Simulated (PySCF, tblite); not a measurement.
**C5H13BOS: geometry, infrared bands and NMR shifts**

Aim: predict the infrared bands and NMR shifts of C5H13BOS (`CCB(C)C[S@](C)=O`).

The runs use tblite 0.8.0 and PySCF 2.14.0, with density-fitted response routines of our own; the level of theory stands in each step. All values are computed, except where a source is named. Atoms are numbered from 0 throughout.

## 1. The molecule as given

21 atoms, charge 0, multiplicity 1; geometry from: force field or distance geometry start.

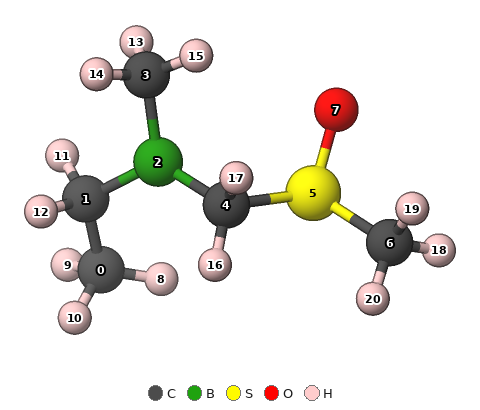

The starting geometry (carbon dark grey, boron green, sulfur yellow, oxygen red, hydrogen pink), atoms numbered.

## 2. Relaxing the molecule with GFN2-xTB

The job: settings as JSON, then the geometry in Å.

```
{"job": {"kind": "relax", "xc": "GFN2-xTB", "basis": "xTB"}, "charge": 0, "multiplicity": 1}
C     -2.111900    -1.600700    -0.026400
C     -2.150900    -0.124500     0.264800
B     -0.757500     0.598900     0.170100
C     -0.850600     2.208200     0.054200
C      0.624300     0.041900     0.666100
S      1.746500    -0.275800    -0.714700
C      3.310700    -0.901900    -0.108300
O      2.049000     0.999600    -1.491700
H     -1.181700    -1.942500    -0.496500
H     -2.982000    -1.822500    -0.688900
H     -2.335800    -2.120300     0.933300
H     -2.800700     0.349100    -0.511700
H     -2.630600     0.038900     1.263100
H     -1.339100     2.403700    -0.911300
H     -1.450700     2.565000     0.917900
H      0.154100     2.653600     0.141200
H      0.535000    -0.837100     1.307000
H      1.094300     0.832700     1.275200
H      3.917000    -1.361800    -0.897200
H      3.952900    -0.057800     0.290700
H      3.199100    -1.629700     0.717300
```

Run with:

```sh
> OMP_NUM_THREADS=1 python probes_run.py task.json out
```

The driver reads the jobs from task.json and runs them one after another.

The program printed:

```text
step      E/eV     max force
  0    -702.07206    4.079
  1    -702.55483    1.908
  2    -702.71385    0.835
  3    -702.78881    0.582
  4    -702.82647    0.551
  5    -702.86021    0.483
  6    -702.88857    0.416
  7    -702.91102    0.419
  8    -702.92896    0.413
  9    -702.94359    0.385
 10    -702.95502    0.245
 11    -702.96452    0.302
 12    -702.97446    0.305
 13    -702.98591    0.267
 14    -702.99765    0.285
 15    -703.00776    0.243
 16    -703.01616    0.232
 17    -703.02499    0.265
 18    -703.03463    0.242
 19    -703.04208    0.199
 20    -703.04678    0.201
 21    -703.05077    0.168
 22    -703.05543    0.177
 23    -703.06104    0.201
 24    -703.06650    0.184
 25    -703.07084    0.175
 26    -703.07474    0.144
 27    -703.07959    0.185
 28    -703.08541    0.178
 29    -703.09103    0.169
 30    -703.09572    0.160
 31    -703.09999    0.151
 32    -703.10490    0.193
 33    -703.11040    0.164
 34    -703.11573    0.160
 35    -703.12047    0.144
 36    -703.12534    0.149
 37    -703.13041    0.168
 38    -703.13469    0.188
 39    -703.13759    0.130
 40    -703.13936    0.178
 41    -703.14148    0.102
 42    -703.14371    0.108
 43    -703.14523    0.101
 44    -703.14665    0.085
 45    -703.14761    0.065
 46    -703.14861    0.094
 47    -703.14971    0.122
 48    -703.15114    0.113
 49    -703.15284    0.111
 50    -703.15458    0.103
 51    -703.15609    0.089
 52    -703.15736    0.096
 53    -703.15846    0.074
 54    -703.15942    0.060
 55    -703.16028    0.066
 56    -703.16110    0.085
 57    -703.16191    0.085
 58    -703.16265    0.066
 59    -703.16324    0.055
 60    -703.16369    0.047
 61    -703.16405    0.052
 62    -703.16435    0.049
 63    -703.16461    0.051
 64    -703.16486    0.042
 65    -703.16510    0.030
 66    -703.16527    0.030
 67    -703.16540    0.031
 68    -703.16563    0.038
 69    -703.16592    0.043
 70    -703.16627    0.041
 71    -703.16657    0.034
 72    -703.16684    0.034
 73    -703.16716    0.042
 74    -703.16761    0.056
 75    -703.16815    0.049
 76    -703.16867    0.047
 77    -703.16921    0.053
 78    -703.16993    0.066
 79    -703.17101    0.086
 80    -703.17234    0.075
 81    -703.17349    0.070
 82    -703.17441    0.069
 83    -703.17551    0.101
 84    -703.17605    0.150
 85    -703.17783    0.090
 86    -703.17911    0.065
 87    -703.18106    0.074
 88    -703.18203    0.095
 89    -703.18379    0.083
 90    -703.18476    0.072
 91    -703.18540    0.079
 92    -703.18590    0.089
 93    -703.18673    0.071
 94    -703.18824    0.058
 95    -703.18886    0.050
 96    -703.18938    0.056
 97    -703.18989    0.056
 98    -703.19082    0.079
 99    -703.19177    0.068
100    -703.19290    0.071
101    -703.19377    0.068
102    -703.19448    0.053
103    -703.19519    0.069
104    -703.19618    0.083
105    -703.19750    0.125
106    -703.19874    0.082
107    -703.19992    0.081
108    -703.20140    0.082
109    -703.20286    0.103
110    -703.20494    0.134
111    -703.20715    0.114
112    -703.21040    0.081
113    -703.21161    0.056
114    -703.21231    0.098
115    -703.21255    0.073
116    -703.21305    0.048
117    -703.21350    0.038
118    -703.21395    0.053
119    -703.21430    0.053
120    -703.21462    0.048
121    -703.21508    0.055
122    -703.21609    0.063
123    -703.21700    0.060
124    -703.21773    0.049
125    -703.21819    0.046
126    -703.21863    0.039
127    -703.21912    0.038
128    -703.21963    0.051
129    -703.22004    0.046
130    -703.22036    0.038
131    -703.22062    0.025
132    -703.22084    0.021
133    -703.22093    0.019
134    -703.22104    0.021
135    -703.22116    0.019
136    -703.22133    0.020
137    -703.22152    0.028
138    -703.22174    0.034
139    -703.22203    0.042
140    -703.22244    0.048
141    -703.22298    0.043
142    -703.22353    0.046
143    -703.22403    0.047
144    -703.22453    0.053
145    -703.22511    0.058
146    -703.22580    0.056
147    -703.22653    0.066
148    -703.22719    0.052
149    -703.22777    0.047
150    -703.22827    0.047
151    -703.22857    0.035
152    -703.22874    0.030
153    -703.22885    0.025
154    -703.22894    0.026
155    -703.22903    0.026
156    -703.22912    0.025
157    -703.22920    0.021
158    -703.22929    0.028
159    -703.22939    0.031
160    -703.22950    0.028
161    -703.22961    0.030
162    -703.22970    0.024
163    -703.22980    0.026
164    -703.22992    0.025
165    -703.23006    0.019
166    -703.23017    0.021
167    -703.23027    0.026
168    -703.23035    0.028
169    -703.23044    0.021
170    -703.23052    0.021
171    -703.23058    0.014
172    -703.23061    0.013
173    -703.23063    0.011
174    -703.23065    0.007
```

Run time: 2.2 s. Hardware: 1 thread of Arm Neoverse N1, shared host; peak memory 0.18 GiB.

Along the way: (not every step is listed)

| step | energy from step 0 (eV) | largest force (eV/Å) |
| --- | --- | --- |
| 0 | 0.0000 | 4.0788 |
| 1 | -0.4828 | 1.9084 |
| 2 | -0.6418 | 0.8350 |
| 3 | -0.7168 | 0.5817 |
| 4 | -0.7544 | 0.5508 |
| 5 | -0.7882 | 0.4828 |
| 6 | -0.8165 | 0.4156 |
| 7 | -0.8390 | 0.4188 |
| 8 | -0.8569 | 0.4130 |
| 24 | -0.9944 | 0.1843 |
| 40 | -1.0673 | 0.1784 |
| 56 | -1.0890 | 0.0849 |
| 72 | -1.0948 | 0.0340 |
| 88 | -1.1100 | 0.0948 |
| 104 | -1.1241 | 0.0835 |
| 120 | -1.1426 | 0.0475 |
| 136 | -1.1493 | 0.0201 |
| 152 | -1.1567 | 0.0305 |
| 168 | -1.1583 | 0.0278 |
| 169 | -1.1584 | 0.0205 |
| 170 | -1.1585 | 0.0205 |
| 171 | -1.1585 | 0.0145 |
| 172 | -1.1585 | 0.0134 |
| 173 | -1.1586 | 0.0107 |
| 174 | -1.1586 | 0.0073 |

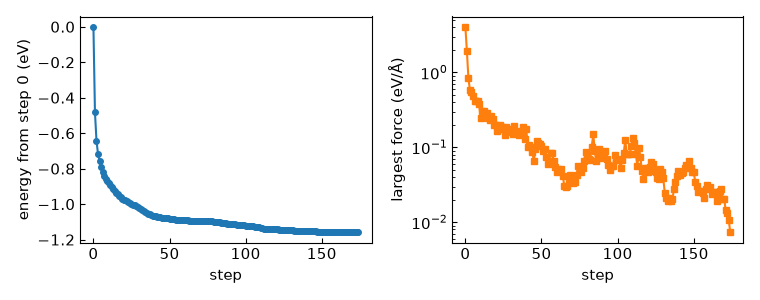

Energy and largest force along the relaxation.

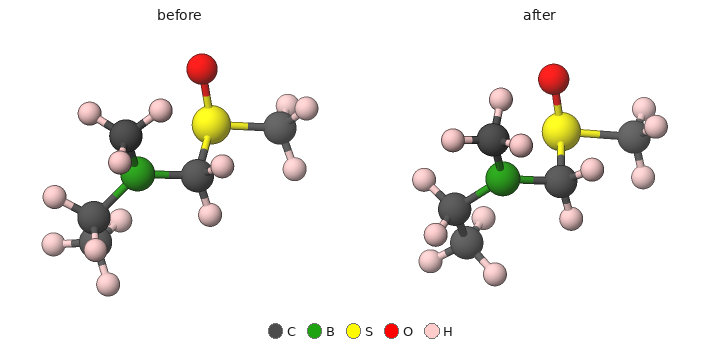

Before and after, at one scale.

Close pairs (by a distance rule), those that changed most:

| bond | before (Å) | after (Å) | change (Å) |
| --- | --- | --- | --- |
| S5–C6 | 1.791 | 1.856 | +0.065 |
| C4–S5 | 1.807 | 1.872 | +0.065 |
| S5–O7 | 1.524 | 1.463 | -0.061 |
| C6–H19 | 1.133 | 1.084 | -0.049 |
| B2–C3 | 1.616 | 1.570 | -0.047 |
| C0–H9 | 1.116 | 1.088 | -0.027 |
| C0–H10 | 1.114 | 1.088 | -0.026 |
| C0–C1 | 1.505 | 1.530 | +0.025 |

The final coordinates are the input of the step that follows.

## 3. Vibrational analysis with GFN2-xTB

The job: settings as JSON, then the geometry in Å.

```
{"job": {"kind": "ir", "xc": "GFN2-xTB", "basis": "xTB"}, "charge": 0, "multiplicity": 1}
C     -1.891399    -1.653649     0.020466
C     -2.031454    -0.131332    -0.038818
B     -0.774616     0.733067     0.375987
C     -0.794897     2.295538     0.228548
C      0.582579     0.053461     0.788538
S      1.437019    -0.379652    -0.819907
C      3.031497    -0.894203    -0.022157
O      1.728502     0.887761    -1.490155
H     -1.088098    -1.990007    -0.631472
H     -2.812793    -2.137985    -0.297482
H     -1.674374    -1.981421     1.034974
H     -2.319340     0.149918    -1.056725
H     -2.883701     0.164630     0.581524
H     -1.761669     2.721746    -0.025655
H     -0.417072     2.816168     1.106888
H     -0.100599     2.541990    -0.578478
H      0.494077    -0.899340     1.303417
H      1.266081     0.702871     1.330029
H      3.719745    -1.166731    -0.815855
H      3.439644    -0.065705     0.545566
H      2.841948    -1.750184     0.614999
```

The program printed:

```text
mode    cm-1     km/mol
  1      37.8      4.77
  2      43.2      1.73
  3      54.0      0.37
  4      91.9      2.78
  5     149.4      0.27
  6     163.0      3.08
  7     189.8      0.24
  8     233.3      0.42
  9     241.8      0.71
 10     290.0      2.94
 11     317.1      1.53
 12     354.3     11.67
 13     375.1      5.60
 14     421.0      0.38
 15     615.9     47.80
 16     654.1     56.02
 17     660.2     31.23
 18     700.5     13.63
 19     787.0     28.58
 20     827.6     58.37
 21     867.7     63.32
 22     875.8     18.82
 23     877.7     11.92
 24     974.4      7.02
 25     991.2     54.10
 26    1015.0     27.82
 27    1075.6     10.05
 28    1108.9     84.68
 29    1135.1    174.68
 30    1161.2    185.54
 31    1179.6    219.90
 32    1235.6      4.34
 33    1282.8      4.12
 34    1321.0     30.37
 35    1382.0     39.28
 36    1412.8      0.07
 37    1432.6     10.15
 38    1442.2      1.17
 39    1457.8      6.66
 40    1459.1     14.35
 41    1474.6      2.72
 42    1493.9      0.35
 43    1513.4      2.94
 44    1516.8      2.17
 45    2936.4     29.43
 46    2961.7     21.12
 47    2979.5      8.14
 48    3015.6      1.00
 49    3019.6      7.37
 50    3020.8     84.31
 51    3026.3      9.01
 52    3028.2     57.66
 53    3033.7     39.06
 54    3043.3     45.54
 55    3052.6      1.70
 56    3062.6      7.75
 57    3073.4     14.04
```

Wall time 1.4 s (1 thread of Arm Neoverse N1, shared host); peak memory 0.18 GiB.

The strongest bands and the atoms that carry them (share of the mass-weighted mode):

| cm⁻¹ | km/mol | atoms |
| --- | --- | --- |
| 828 | 58.4 | H14 20 %, B2 16 %, H15 12 %, C3 11 % |
| 868 | 63.3 | H18 25 %, H19 14 %, H13 11 % |
| 1109 | 84.7 | H17 44 %, H16 29 %, C4 14 % |
| 1135 | 174.7 | O7 49 %, S5 28 % |
| 1161 | 185.5 | B2 44 % |
| 1180 | 219.9 | B2 54 % |
| 3021 | 84.3 | H14 41 %, H9 25 %, H17 13 % |
| 3028 | 57.7 | H10 48 %, H8 35 % |

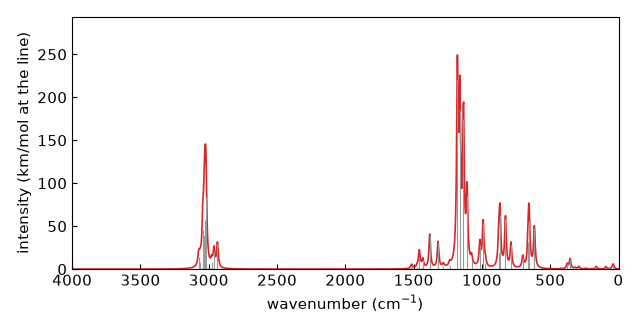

The infrared spectrum from these modes, unscaled. Lines are broadened to a width of 14 cm⁻¹ (Lorentzian).

## 4. Nuclear shieldings: PBE0/pcSseg-1

The job, as its differences from that of step 3:

```diff
@@ -1,2 +1,2 @@
-{"job": {"kind": "ir", "xc": "GFN2-xTB", "basis": "xTB"}, "charge": 0, "multiplicity": 1}
+{"job": {"kind": "nmr", "xc": "PBE0", "basis": "pcSseg-1"}, "charge": 0, "multiplicity": 1}
 C     -1.891399    -1.653649     0.020466
```

Method: GIAO PBE0/pcSseg-1 NMR shielding, non-relativistic, gas phase.

The program printed:

```text
coarse grid: 17288 points
cycle   1  E = -695.7766121554  dE =  9.180e-01  |g| = 9.687e-01  |ddm| = 4.024e+00
cycle   2  E = -695.0679046603  dE =  7.087e-01  |g| = 2.075e+00  |ddm| = 3.583e+00
cycle   3  E = -695.9439469955  dE = -8.760e-01  |g| = 3.439e-01  |ddm| = 3.073e+00
cycle   4  E = -695.9713651429  dE = -2.742e-02  |g| = 8.948e-02  |ddm| = 4.259e-01
cycle   5  E = -695.9731946217  dE = -1.829e-03  |g| = 2.145e-02  |ddm| = 1.053e-01
cycle   6  E = -695.9733001641  dE = -1.055e-04  |g| = 6.961e-03  |ddm| = 2.867e-02
cycle   7  E = -695.9733124725  dE = -1.231e-05  |g| = 1.422e-03  |ddm| = 8.260e-03
cycle   8  E = -695.9733129616  dE = -4.891e-07  |g| = 4.571e-04  |ddm| = 2.200e-03
final grid: 160040 points
cycle   9  E = -696.0307282664  dE = -4.727e-05  |g| = 1.245e-02  |ddm| = 3.565e-02
cycle  10  E = -696.0306820308  dE =  4.624e-05  |g| = 1.916e-02  |ddm| = 2.883e-02
cycle  11  E = -696.0307621106  dE = -8.008e-05  |g| = 3.802e-03  |ddm| = 2.117e-02
cycle  12  E = -696.0307649711  dE = -2.861e-06  |g| = 2.402e-04  |ddm| = 3.532e-03
cycle  13  E = -696.0307649851  dE = -1.403e-08  |g| = 1.222e-04  |ddm| = 5.097e-04
cycle  14  E = -696.0307649888  dE = -3.671e-09  |g| = 3.230e-05  |ddm| = 1.560e-04
cycle  15  E = -696.0307649890  dE = -2.406e-10  |g| = 7.583e-06  |ddm| = 3.432e-05
converged SCF energy = -696.0307649890

GIAO shielding tensors (ppm)
atom      isotropic    diamagn.    paramagn.     s11        s22        s33       span
  0 C      175.470     248.081     -72.611    169.077    174.139    183.194     14.118
  1 C      161.308     252.495     -91.187    138.076    170.568    175.280     37.203
  2 B       12.572     188.141    -175.569    -54.725    -25.620    118.061    172.786
  3 C      166.081     253.835     -87.754    138.329    174.893    185.022     46.694
  4 C      124.957     262.094    -137.137     91.446    112.015    171.410     79.964
  5 S      177.402    1054.806    -877.403     18.991     72.305    440.911    421.920
  6 C      134.651     254.842    -120.191    102.700    116.929    184.324     81.624
  7 O      252.777     399.828    -147.051     10.245    293.152    454.934    444.689
  8 H       30.502      31.928      -1.426     25.669     30.104     35.732     10.063
  9 H       30.515      28.493       2.022     25.348     28.420     37.776     12.428
 10 H       30.754      31.258      -0.505     26.997     29.075     36.189      9.192
 11 H       30.132      31.894      -1.762     25.908     29.813     34.673      8.765
 12 H       30.146      30.671      -0.524     24.670     30.156     35.614     10.944
 13 H       30.645      30.794      -0.149     26.756     29.673     35.506      8.750
 14 H       30.680      30.964      -0.284     26.448     29.452     36.141      9.693
 15 H       30.582      31.637      -1.055     26.932     29.603     35.210      8.278
 16 H       29.073      35.972      -6.899     25.087     29.734     32.399      7.312
 17 H       28.692      35.767      -7.074     25.592     29.729     30.756      5.164
 18 H       28.896      28.844       0.052     25.741     26.753     34.195      8.454
 19 H       29.121      30.938      -1.817     26.495     28.261     32.606      6.111
 20 H       29.694      31.041      -1.348     26.365     27.797     34.920      8.556
```

It took 72 s on 1 thread of Arm Neoverse N1, shared host; peak memory 0.92 GiB.

Shifts follow as δ = σ(reference) − σ, with reference shieldings (ppm) from runs at the same level and on the same kind of geometry: ¹H TMS 31.72, ¹³C TMS 186.9, ¹⁷O H2O 336.1, ¹¹B BF3·OEt2 100.1, ³³S CS2 504. The references are single molecules in the gas phase, so shifts against H2O, NH3, PH3, H3PO4 or CFCl3 are not on the usual liquid scales and can be off by tens of ppm. Atoms listed in one row are averaged.

| atoms | environment | σ (ppm) | δ (ppm) | δ scaled to CDCl3 |
| --- | --- | --- | --- | --- |
| C4 | sp3 CH2 bonded to B and S | 125.0 | 62.0 | 54.2 |
| C6 | methyl carbon bonded to S | 134.7 | 52.3 | 44.7 |
| C1 | sp3 CH2 bonded to B | 161.3 | 25.6 | 23.1 |
| C3 | methyl carbon bonded to B | 166.1 | 20.8 | 18.4 |
| C0 | methyl carbon | 175.5 | 11.5 | 9.3 |
| H17 | hydrogen on an sp3 CH2 bonded to B and S | 28.69 | 3.02 | 2.96 |
| H16 | hydrogen on an sp3 CH2 bonded to B and S | 29.07 | 2.64 | 2.60 |
| H18, H19, H20 | hydrogen on a methyl carbon bonded to S | 29.24 | 2.48 | 2.44 |
| H11 | hydrogen on an sp3 CH2 bonded to B | 30.13 | 1.59 | 1.60 |
| H12 | hydrogen on an sp3 CH2 bonded to B | 30.15 | 1.57 | 1.59 |
| H8, H9, H10 | hydrogen on a methyl carbon | 30.59 | 1.13 | 1.17 |
| H13, H14, H15 | hydrogen on a methyl carbon bonded to B | 30.64 | 1.08 | 1.12 |
| B2 | boron bonded to 3 C | 12.6 | 87.5 | – |
| S5 | sulfoxide sulfur | 177 | 326 | – |
| O7 | S=O oxygen | 252.8 | 83.3 | – |

The scaled column applies a straight-line fit of computed shieldings to shifts measured in CDCl3, with any fitted terms for Cl, Br or S neighbours (root-mean-square error 0.16 ppm for H, 1.9 ppm for C).

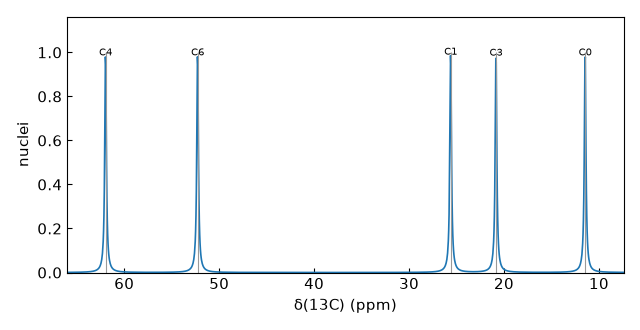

¹³C lines at the computed shifts, without couplings. Lines are broadened to a width of 0.20 ppm (Lorentzian).

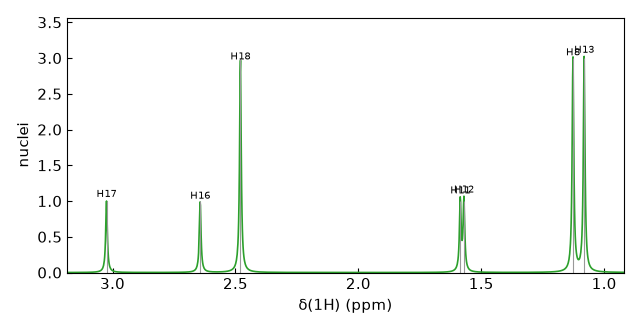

¹H lines at the computed shifts, without couplings. Lines are broadened to a width of 0.01 ppm (Lorentzian).

The run also stored atomic charges by several schemes (e):

| atoms | Mulliken | IAO | Hirshfeld | ESP fit |
| --- | --- | --- | --- | --- |
| C0 | -0.27 | -0.41 | -0.12 | 0.02 |
| C1 | -0.51 | -0.40 | -0.14 | -0.20 |
| B2 | 0.54 | 0.33 | 0.20 | 0.45 |
| C3 | -0.50 | -0.58 | -0.20 | -0.48 |
| C4 | -0.59 | -0.54 | -0.16 | -0.51 |
| S5 | 0.57 | 1.10 | 0.36 | 0.41 |
| C6 | -0.39 | -0.57 | -0.13 | -0.54 |
| O7 | -0.61 | -0.90 | -0.36 | -0.45 |

ESP fit charges:

C0 0.02; C1 -0.20; B2 0.45; C3 -0.48; C4 -0.51; S5 0.41; C6 -0.54; O7 -0.45; H8 -0.06; H9 0.01; H10 0.00; H11 0.07; H12 0.04; H13 0.08; H14 0.11; H15 0.14; H16 0.17; H17 0.18; H18 0.21; H19 0.20; H20 0.16

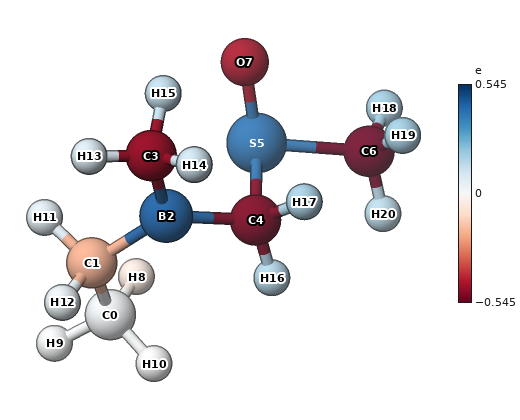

ESP fit charges, as colours on the atoms.

Mayer bond orders: C0–C1 1.07, C1–B2 1.00, B2–C3 1.09, B2–C4 0.91, C4–S5 0.87, S5–C6 0.90, S5–O7 1.52.

## 5. Results

| quantity | value |
| --- | --- |
| strongest single infrared mode (GFN2-xTB) | 1180 cm⁻¹, 220 km/mol |
| zero-point energy (GFN2-xTB) | 108.9 kcal/mol |
| ¹³C shifts against TMS (PBE0/pcSseg-1) | 62.0, 52.3, 25.6, 20.8, 11.5 ppm |
| ¹H shifts against TMS (PBE0/pcSseg-1, means over atoms taken as alike) | 3.02, 2.64, 2.48, 1.59, 1.57, 1.13, 1.08 ppm |
| ¹¹B shifts against BF3·OEt2 (PBE0/pcSseg-1) | 87.5 ppm |
| ³³S shifts against CS2 (PBE0/pcSseg-1) | 326 ppm |
| ¹⁷O shifts against H2O (PBE0/pcSseg-1) | 83.3 ppm |

The optimisation took 174 steps and gained 1.159 eV; among the close pairs (by a distance rule), S5–C6 changed most, from 1.791 to 1.856 Å. All 57 modes are real, so the xTB geometry is a minimum. The strongest single mode, at 1180 cm⁻¹, moves mainly B2. Unscaled tight-binding wavenumbers are off by several per cent, some by more. Its intensities can rank the bands wrongly. At PBE0/pcSseg-1: The widest tensor belongs to O7: span 445 ppm, with a paramagnetic part of -147 ppm.
